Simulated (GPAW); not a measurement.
## free-standing square Ni monolayer, spacing 2.48 A: anisotropy with GPAW

Wanted: anisotropy for free-standing square Ni monolayer, spacing 2.48 A, with the cost of each step.

Program: GPAW 26.7.0. Level of theory: LDA; plane waves with GPAW's PAW setups, scalar-relativistic. Results are calculated unless marked as measured.

### Step 1. The starting structure

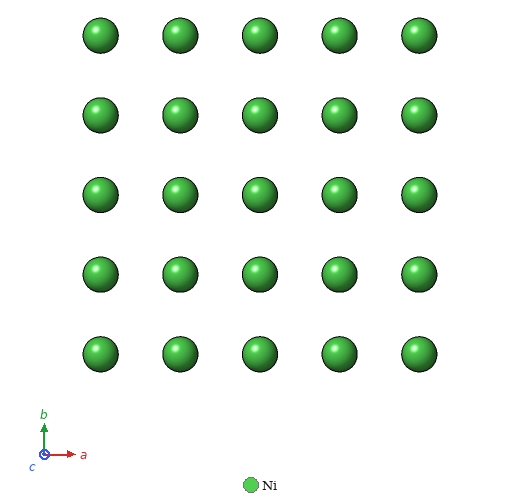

The cell as given, from above (nickel green). 4×4×1 cells are drawn. Some periodic images of atoms are drawn too.

The cell holds 1 atom: 1 Ni. Its edges and angles: a = 2.480 Å, b = 2.480 Å, c = 14.000 Å, α = 90.0°, β = 90.0°, γ = 90.0°. model lattice. Vacuum lies along c.

As a file:

```cif
data_structure
_symmetry_space_group_name_H-M 'P 1'
_symmetry_Int_Tables_number 1
_cell_length_a 2.4800
_cell_length_b 2.4800
_cell_length_c 14.0000
_cell_angle_alpha 90.000
_cell_angle_beta 90.000
_cell_angle_gamma 90.000
_cell_volume 86.11
loop_
_atom_site_label
_atom_site_type_symbol
_atom_site_fract_x
_atom_site_fract_y
_atom_site_fract_z
_atom_site_occupancy
Ni1 Ni 0.00000 0.00000 0.50000 1
```

### Step 2. Ground-state run

All later steps read the density of this run.

Contents of order1.py:

```python
import json
import numpy as np
from ase import Atoms
from ase.parallel import paropen, parprint
from gpaw import GPAW

atoms = Atoms(['Ni'],
    cell=[[2.48, 0.0, 0.0],
         [0.0, 2.48, 0.0],
         [0.0, 0.0, 14.0]],
    scaled_positions=[[0.0, 0.0, 0.5]],
    pbc=True,
    magmoms=[1.0])
atoms.calc = GPAW(mode={'name': 'pw', 'ecut': 550},
    xc='LDA',
    kpts={'size': (12, 12, 1), 'gamma': True},
    occupations={'name': 'fermi-dirac', 'width': 0.1},
    convergence={'density': 1e-05, 'energy': 1e-05},
    maxiter=200,
    txt='order1.txt')
e = atoms.get_potential_energy(force_consistent=True)
res = {'free_energy': e, 'energy_sigma0': atoms.get_potential_energy(), 'fermi_energy': atoms.calc.get_fermi_level()}
res['moments'] = atoms.get_magnetic_moments().tolist()
res['total'] = atoms.get_magnetic_moment()
parprint('site moments (muB):', np.round(res['moments'], 3))
parprint(f"total moment: {res['total']:.3f} muB")
parprint(f'free energy: {e:.6f} eV')
atoms.calc.write('order1.gpw')
with paropen('results.json', 'w') as f:
    json.dump(res, f)
```

The run is started by

```bash
$ OMP_NUM_THREADS=1 python3 order1.py > order1.log
```

Numbers of over 12 decimals in the logs are rounded to 6 here.

The log of the run:

```text
site moments (muB): [0.972]
total moment: 0.947 muB
free energy: -6.134537 eV

--- order1.txt ---
Input parameters:
  mode=PW(ecut=550),
  convergence={'density': 1e-05, 'energy': 1e-05},
  kpts=MonkhorstPack(size=(12, 12, 1), gamma=True),
  maxiter=200,
  occupations=Occupations(name='fermi-dirac', width=0.1),
  xc=XC(name='LDA')

Diagonalizing LCAO Hamiltonian
Converting LCAO to pw mode
   .-----.
  /|     |
 * |     |
 | |     |
 | |     |
 | |     |
 | |     |
 | |     |
 | |     |
 | |     |
 Ni|     |
 | |     |
 | |     |
 | |     |
 | |     |
 | |     |
 | |     |
 | .-----.
 |/     /
 *-----*

Atoms  # Å, Bohr magnetons
|   | symbol |        x |        y |        z |    initial magnetic moments |
|---|--------|----------|----------|----------|-----------------------------|
| 0 |     Ni | 0.000000 | 0.000000 | 7.000000 | ( 0.0000,  0.0000,  1.0000) |

Unit cell  # Å
| periodic |        x |        y |         z |   lengths |    angles |
|----------|----------|----------|-----------|-----------|-----------|
|      yes | 2.480000 | 0.000000 |  0.000000 |  2.480000 | 90.000000 |
|      yes | 0.000000 | 2.480000 |  0.000000 |  2.480000 | 90.000000 |
|      yes | 0.000000 | 0.000000 | 14.000000 | 14.000000 | 90.000000 |

Number of symmetries: 16

BZ-sampling:
  Number of BZ points: 144
  Number of IBZ points: 28

  Monkhorst-Pack size: [12, 12, 1]
  Monkhorst-Pack shift: [0.041667, 0.041667, 0.0]

Plane wave coefficients: 2550
Cutoff: 550.0 eV

Spin-components: 2 (collinear spins)
Bands:           12
Projectors:      6
Spin-degeneracy: 1
Datatype:        complex128

Parallelization:
  kpt:    1
  domain: 1
  band:   1

Density:
  Valence electrons: 16.0
  Components: 2
  Grid points: [14 14 80]
  Charge: 0.0  # |e|

Potential:
  Grid points: [14 14 80]

[... setups left out ...]
Reference energy: -41300.595870  # eV

eigensolver:
  PPCG
  Converge bands: occupied
  niter=2

density mixing:
  MSR1-Mixer
  Pratt-step length: 0.05
  Maximum mixing coefficient: 0.75
  Old densities: 10
  SVD Regularization: 0.005
  Good broyden scale: 1.0
  Trust region scale: 1.0
  Backstep threshold: 4.0
  History deletion threshold: 6.0
  Fourier metric: weight=20.0, sigma=0.015

occupation numbers:
  Fermi-Dirac:
    width: 0.1000  # eV

poisson solver:
  ecut: 4400.0  # eV

xc functional:
  name: None

convergence criteria:
- Maximum integral of absolute [dens]ity change: 1e-05 electrons / valence electron
- Maximum [total energy] change in last 3 cyles: 1e-05 eV / valence electron
- Maximum integral of absolute [eigenst]ate change: 4e-08 eV^2 / valence electron
maximum number of iterations: 200

SCF iterations
|iter     |      energy | eigst |  dens |  magmom |
|---------|-------------|-------|-------|---------|
|iter:   1|       0s |   -6.765335 | +0.24 |       |  +1.0008|
|iter:   2|       2s |   -6.428964 | -0.78 | -0.98 |  +0.9847|
|iter:   3|       3s |   -6.090512 | -1.23 | -1.14 |  +0.9617|
|iter:   4|       4s |   -6.083221 | -2.35 | -1.69 |  +0.9573|
|iter:   5|       6s |   -6.084308 | -2.52 | -1.82 |  +0.9515|
|iter:   6|       7s |   -6.085273 | -3.45 | -2.26 |  +0.9503|
|iter:   7|       9s |   -6.086153 | -3.71 | -2.41 |  +0.9471|
|iter:   8|      10s |   -6.086087 | -4.57 | -2.83 |  +0.9462|
|iter:   9|      12s |   -6.086122c| -5.15 | -3.13 |  +0.9461|
|iter:  10|      13s |   -6.086116c| -5.73 | -3.61 |  +0.9464|
|iter:  11|      15s |   -6.086122c| -6.17 | -3.93 |  +0.9470|
|iter:  12|      16s |   -6.086119c| -6.72 | -4.37 |  +0.9471|
|iter:  13|      17s |   -6.086118c| -7.13 | -5.08c|  +0.9472|
|iter:  14|      18s |   -6.086118c| -7.43c| -5.39c|  +0.9472|

Converged in 14 steps
Energy contributions relative to reference atoms: (reference = -41300.595870)

Energy contributions:
  Kinetic:           2.214166
  Coulomb:          -1.095684
  Zero:              0.112786
  External:          0.000000
  Xc:               -7.268966
  Entropy:          -0.096838
  Spinorbit:         0.000000
  ----------------------------
  Free energy:      -6.134537
  Extrapolated:     -6.086118

dipole moment: (-5.027241, -5.027241, 0.000004)  # |e|*Ang

Total magnetic moment: (0.000000, 0.000000, 0.947227)

Local magnetic moments
|        x |        y |        z |
|----------|----------|----------|
| 0.000000 | 0.000000 | 0.972007 |  # Ni   0

Fermi level: -3.663
Eigenvalues  # (at kpt = [-0.000, -0.000, 0.000])
| band index |      eig [eV] | occ [0-1] |      eig [eV] | occ [0-1] |
|------------|---------------|-----------|---------------|-----------|
|          0 |       -66.932 |     1.000 |       -65.831 |     1.000 |
|          1 |       -66.932 |     1.000 |       -65.831 |     1.000 |
|          2 |       -66.628 |     1.000 |       -65.584 |     1.000 |
|          3 |        -8.640 |     1.000 |        -8.489 |     1.000 |
|          4 |        -6.638 |     1.000 |        -5.868 |     1.000 |
|          5 |        -5.293 |     1.000 |        -4.602 |     1.000 |
|          6 |        -4.517 |     1.000 |        -3.500 |     0.162 |
|          7 |        -4.517 |     1.000 |        -3.500 |     0.162 |
|          8 |        -4.362 |     0.999 |        -3.264 |     0.018 |
|          9 |        -2.451 |     0.000 |        -2.438 |     0.000 |
|         10 |         1.353 |     0.000 |         1.366 |     0.000 |
|         11 |         2.459 |     0.000 |         2.456 |     0.000 |

No gap
No difference between direct/indirect transitions
```

Elapsed: 21 s, on 1 MPI rank of Arm Neoverse V2, shared host; peak memory 0.19 GiB.

Spin moment in the augmentation sphere by atom:

| atom | spin moment in the augmentation sphere (μB) |
| --- | --- |
| Ni1 | 0.972 |

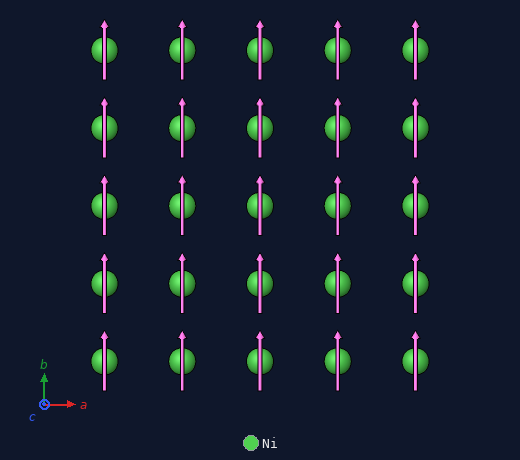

Spin moment in the augmentation sphere as arrows, the longest 0.972 μB. Up and down stand for the sign. Arrows give size and sign along the axis of quantisation, drawn up and down the page. 4×4×1 cells are drawn. Some periodic images of atoms are drawn too.

This step gave:

```yaml
magnetization: 0.9472 μB
final_state: ferromagnetic
```

After 14 cycles the largest moment stands at 0.972 μB.

### Step 3. States for the response

The steps that follow sum over empty states, which the ground-state run does not converge; 14 states a spin are converged here at the frozen density and written with their wave functions.

It starts from the saved density of the lowest of the states tried.

Contents of nscf.py:

```python
from gpaw import GPAW

calc = GPAW('order1.gpw').fixed_density(
    kpts={'size': (18, 18, 1), 'gamma': True},
    nbands=18,
    convergence={'bands': 14, 'eigenstates': 1e-9},
    parallel={'domain': 1},
    txt='nscf.txt')
calc.write('nscf.gpw', mode='all')
```

The run is started by

```bash
$ OMP_NUM_THREADS=1 python3 nscf.py > nscf.log
```

The log of the run:

```text
Input parameters:
  mode=PW(ecut=550),
  convergence={'bands': 14, 'eigenstates': 1e-09},
  gpts=array([14, 14, 80]),
  kpts=MonkhorstPack(size=(18, 18, 1), gamma=True),
  maxiter=200,
  nbands=18,
  occupations=Occupations(name='fermi-dirac', width=0.1),
  parallel={'domain': 1},
  xc=XC(name='LDA')
```

Elapsed: 47 s, on 1 MPI rank; peak memory 0.27 GiB.

### Step 4. Easy axis by the force theorem

Spin–orbit coupling is added in the basis of the saved states for each direction of the moments. The change in the band energy is the anisotropy energy, with no new self-consistent run.

Contents of anisotropy.py:

```python
import json
import numpy as np
from ase.parallel import paropen, parprint
from gpaw import GPAW
from gpaw.spinorbit import soc_eigenstates

calc = GPAW('nscf.gpw')
angles = [[0.0, 0.0], [90.0, 0.0], [90.0, 90.0]]  # theta, phi in degrees
res = {'rows': []}
for scale in [1.0, 0.5, 2.0]:
    e0 = None
    for theta, phi in angles:
        soc = soc_eigenstates(calc, n2=14, scale=scale, theta=theta, phi=phi)
        e = soc.calculate_band_energy()
        e0 = e if e0 is None else e0
        orbital = soc.get_orbital_magnetic_moments()
        res['rows'].append([scale, theta, phi, 1000 * (e - e0), orbital.tolist()])
        parprint(f'scale {scale} theta {theta:6.1f} phi {phi:6.1f}  dE = {1000 * (e - e0):9.4f} meV  |L| =', np.round(np.linalg.norm(orbital, axis=1), 4))
with paropen('results.json', 'w') as f:
    json.dump(res, f)
```

The run is started by

```bash
$ OMP_NUM_THREADS=1 python3 anisotropy.py > anisotropy.log
```

The log of the run:

```text
scale 1.0 theta    0.0 phi    0.0  dE =    0.0000 meV  |L| = [0.1225]
scale 1.0 theta   90.0 phi    0.0  dE =   -1.8956 meV  |L| = [0.2085]
scale 1.0 theta   90.0 phi   90.0  dE =   -1.8956 meV  |L| = [0.2085]
scale 0.5 theta    0.0 phi    0.0  dE =    0.0000 meV  |L| = [0.0622]
scale 0.5 theta   90.0 phi    0.0  dE =   -0.4889 meV  |L| = [0.106]
scale 0.5 theta   90.0 phi   90.0  dE =   -0.4889 meV  |L| = [0.106]
scale 2.0 theta    0.0 phi    0.0  dE =    0.0000 meV  |L| = [0.2348]
scale 2.0 theta   90.0 phi    0.0  dE =   -6.9561 meV  |L| = [0.3975]
scale 2.0 theta   90.0 phi   90.0  dE =   -6.9561 meV  |L| = [0.3975]
```

Wall time 4.2 s (1 MPI rank); peak memory 0.16 GiB.

Theta from the Cartesian z axis, phi from x; spin up lies along the direction. Anisotropy, by row:

| spin-orbit scale | theta (degrees) | phi (degrees) | band energy less that along z (meV a cell) | orbital moment of atom 1 along the direction (μB) | sum of orbital moments along the direction (μB a cell) |
| --- | --- | --- | --- | --- | --- |
| 1 | 0 | 0 | 0 | 0.1225 | 0.1225 |
| 1 | 90 | 0 | -1.896 | 0.2085 | 0.2085 |
| 1 | 90 | 90 | -1.896 | 0.2085 | 0.2085 |
| 0.5 | 0 | 0 | 0 | 0.0622 | 0.0622 |
| 0.5 | 90 | 0 | -0.4889 | 0.106 | 0.106 |
| 0.5 | 90 | 90 | -0.4889 | 0.106 | 0.106 |
| 2 | 0 | 0 | 0 | 0.2348 | 0.2348 |
| 2 | 90 | 0 | -6.956 | 0.3975 | 0.3975 |
| 2 | 90 | 90 | -6.956 | 0.3975 | 0.3975 |

### Step 5. Results

```json
{
 "state": "ferromagnetic",
 "largest site moment": "0.972 μB",
 "spread of the directions' energies": "1.90 meV a cell",
 "easiest direction tried": "the plane normal to z"
}
```

About the ferromagnetic state the directions differ by 1.90 meV a cell, with the plane normal to z easiest. The anisotropy comes from the force theorem at a frozen potential; it needs a check on a finer mesh, and shape anisotropy is not in it. Doubling the coupling multiplies the difference between the first two directions by 3.7; second-order perturbation theory gives 4.

[Logs and program files are shortened in this print: banners, set-up blocks, solver, clock and traceback lines can be left out without a mark of their own.]

[Logs are printed without paths, hosts, clocks, repeated set-up lines and the standing remarks that a program may print on its own settings, such as how far it seeks lower states.]

[Hosts, paths, dates, database ids (printed as entryN), source tags and the programs' standing remarks are cut or masked in the printed files.]

[Where a cell is said to come from a database of computed structures, the database is the Materials Project.]
